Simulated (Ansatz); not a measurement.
**C2H8Ge2 (SMILES [CH3]/[GeH]=[GeH]/[CH3]): density, localisation and related maps**

The calculation's input:

```
crystal:
  periodic: [false, false, false]
  atoms:
    - symbol: C
      position_ang: [1.487685, -3.116047, 0.826362]
    - symbol: C
      position_ang: [-0.063677, 1.958568, -0.258112]
    - symbol: Ge
      position_ang: [1.543653, -1.320010, 0.031847]
    - symbol: Ge
      position_ang: [-0.119267, 0.162625, 0.536673]
    - symbol: H
      position_ang: [1.079909, -3.073525, 1.846129]
    - symbol: H
      position_ang: [2.508459, -3.525997, 0.872360]
    - symbol: H
      position_ang: [0.870538, -3.791311, 0.214915]
    - symbol: H
      position_ang: [1.839402, -1.455429, -1.482961]
    - symbol: H
      position_ang: [-0.415289, 0.297950, 2.051448]
    - symbol: H
      position_ang: [-1.084578, 2.368012, -0.304948]
    - symbol: H
      position_ang: [0.552676, 2.634282, 0.353611]
    - symbol: H
      position_ang: [0.344848, 1.915968, -1.277547]
basis:
  gaussian: {orbitals: def2-TZVPD}
hamiltonian: {xc: pbe0}
output: {forces: true, orbitals: {seedname: orbitals}}
```

Command:

```sh
ansatz run input.yaml --threads 2 --pin off --max-ram 4350MiB --events-out events.jsonl --progress --plain --runs-dir runs
```

Geometry: r2SCAN-D4/def2-SVP.

Method: isolated molecule in a Gaussian basis; Kohn-Sham density functional theory, functional PBE0 in Ansatz.

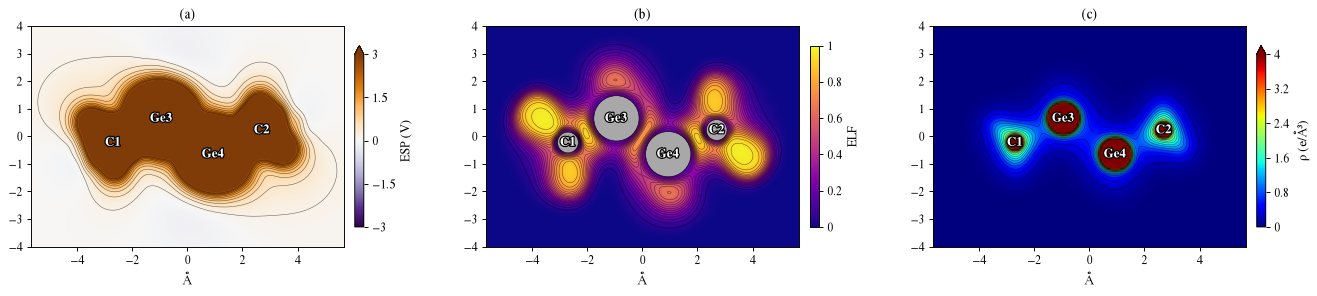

Figure 1. (a) molecular electrostatic potential; (b) ELF; (c) total electron density on the plane of atoms C1, Ge3 and Ge4. Grey discs cover the atomic cores in the ELF map.

> What does the map show?

Atoms in the plane: C and Ge.
C–Ge (1.96 Å): ρ is about 0.85 e/Å³ halfway; the ELF peaks at about 0.90 in the valence shell of C, 0.7 Å from its nucleus, and is about 0.70 at the midpoint.
Ge–Ge (2.28 Å): ρ is about 0.64 e/Å³ halfway; the ELF peaks at about 0.75 between the atoms.
The potential has no marked negative region in this plane.

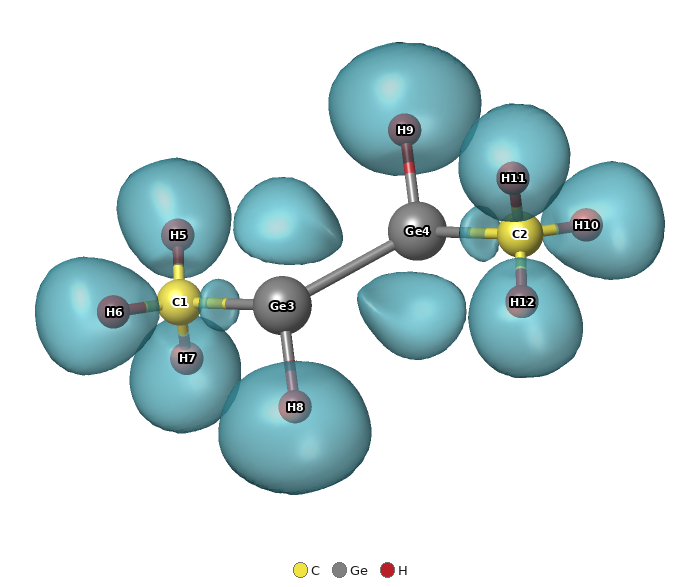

Figure 2. Isosurface of the electron localisation function at 0.85 (cyan), seen at an oblique angle. Core shells and regions of very low density are left out.

> What do the ELF domains correspond to?

The surface consists of eight regions around hydrogen nuclei, two lobes of the valence shell of C pointing towards Ge (polar bonds) and two lobes on Ge, pointing away from the bonds (lone pairs).

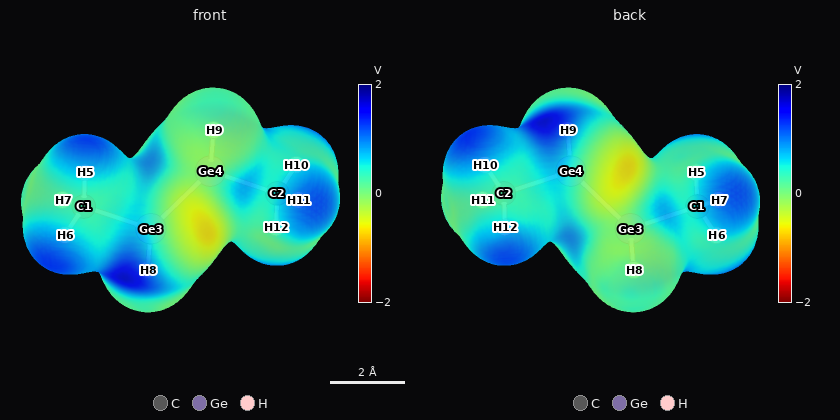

Figure 3. The electrostatic potential painted on the density surface at 0.004 e/bohr³, seen from the front and from behind; red is negative and blue positive.

> Which sites attract a positive test charge, and which a negative one?

A positive charge is drawn to the negative regions and a negative charge to the positive ones. The most negative region (about −0.7 V) lies over H9, the most positive (about +1.6 V) over Ge3 and Ge4.

> How polar is the molecule by this calculation?

Its dipole moment is zero.
